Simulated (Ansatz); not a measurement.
# H$_{4}$OSi···HF: what the fields show

Input file:

```
crystal:
  periodic: [false, false, false]
  atoms:
    - { symbol: Si, position_ang: [0.0, 0.0, 0.0] }
    - { symbol: F, position_ang: [0.0, 0.0, 1.94] }
    - { symbol: H, position_ang: [1.3768, 0.0, -0.4862] }
    - { symbol: H, position_ang: [-0.6877, 1.1914, -0.4862] }
    - { symbol: H, position_ang: [-0.6877, -1.1914, -0.4862] }
    - { symbol: O, position_ang: [-1.879, 0.0, 0.6243] }
    - { symbol: H, position_ang: [-2.4241, -0.6297, 0.053] }
    - { symbol: H, position_ang: [-1.1493, 0.0, 1.6846] }
basis:
  gaussian: { orbitals: def2-SVP }
hamiltonian:
  xc: hf
relax:
  f_tol: 0.15
  max_steps: 25
  restrain:
    - { distance: [0, 5], at: 1.68, k: 30.0 }
    - { distance: [7, 1], at: 0.92, k: 30.0 }
    - { distance: [0, 1], at: 2.79, k: 30.0 }
    - { distance: [7, 5], at: 2.21, k: 30.0 }
output:
  orbitals: {}
```

Command:

```sh
ansatz run input.yaml --threads 1 --pin off --max-ram 2048MiB --backend cpu --events-out ev --progress --plain --runs-dir out
```

The fields are those of the relaxed geometry.

Theory: Ansatz 0.2.0, RHF/def2-SVP.

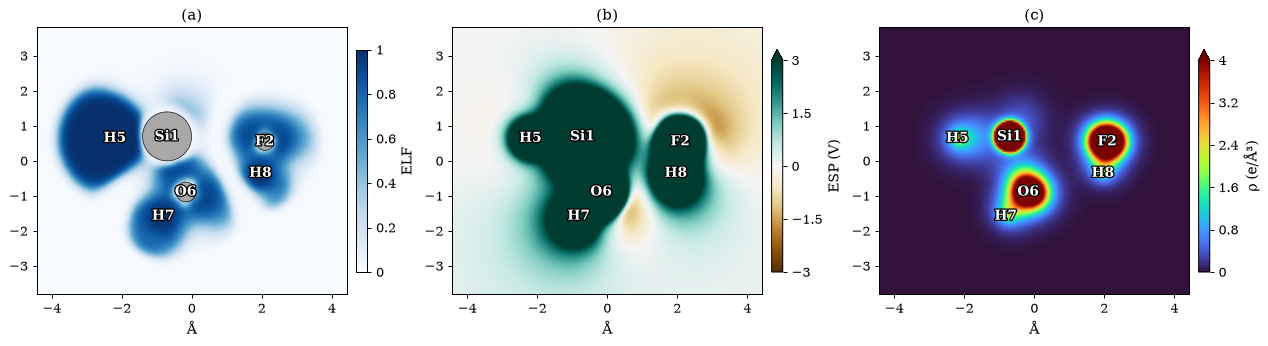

Figure 1. (a) ELF; (b) molecular electrostatic potential; (c) total electron density on the plane of atoms H5, Si1 and O6. Grey discs cover the atomic cores in the ELF map.

**What does the map show?**

- The plane passes through Si, F, H and O nuclei.
- Si1···F2 (2.80 Å): the density falls to about 0.07 e/Å³ on the way; the ELF dips to about 0 between them.
- Si–O (1.67 Å): the density is about 1.1 e/Å³ at the midpoint; the ELF peaks at about 0.90 between the atoms: a shared but strongly polarised pair.
- F–H (0.91 Å): ρ at the midpoint is about 4.8 e/Å³; the ELF climbs to about 1 towards the hydrogen, as it does in any bond to H (an ordinary covalent bond to hydrogen).
- O–H (0.94 Å): ρ at the midpoint is about 3.8 e/Å³; the ELF climbs to about 1 towards the hydrogen: a covalent bond by its length.
- Si–H (1.49 Å): the density is about 0.78 e/Å³ at the midpoint; the ELF climbs to about 1 towards the hydrogen.
- The ELF also peaks beside O6 and F2, away from the bonds: lone-pair regions.
- Outside the dense part of the complex the potential is most negative (−1.6 V) near F2.

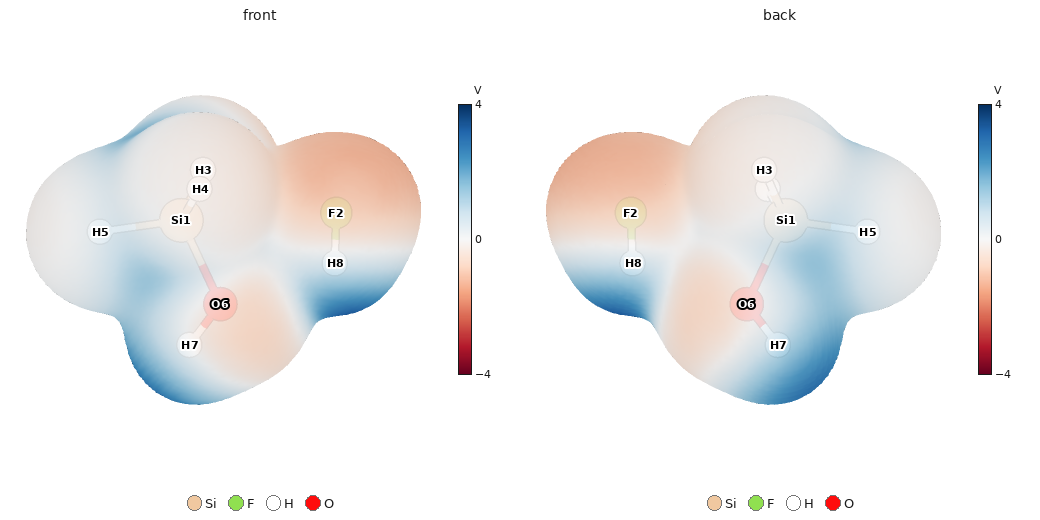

Figure 2. The electrostatic potential painted on the density surface at 0.002 e/bohr³, seen from the front and from behind; the colour scale runs from red (negative) to blue (positive).

**Describe the electrostatic potential map.**

The most negative region (about −1.3 V, or −30 kcal/mol for a unit charge) lies over F2, the most positive (about +3.1 V, or +71 kcal/mol for a unit charge) over H8.

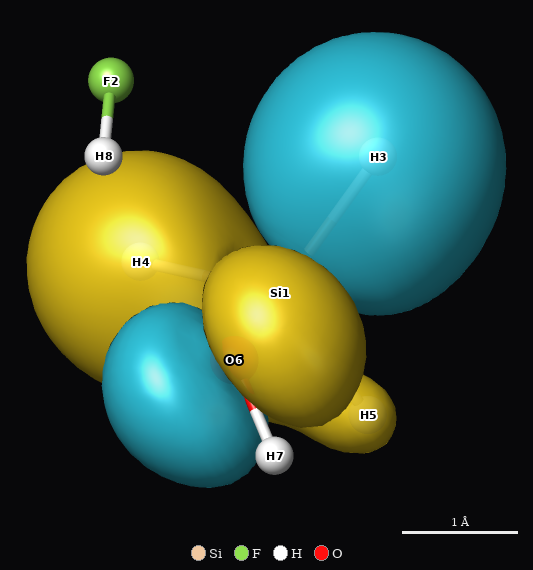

Figure 3. The HOMO at ±0.1 Å⁻³ᐟ² (yellow and cyan are the two phases), seen at an oblique angle.

**What is the character of this orbital?**

By Hirshfeld shares it lies mainly on Si1 (about 30 %), H3 (about 25 %), O6 (about 25 %) and H4 (about 20 %). Its energy is −12.46 eV.
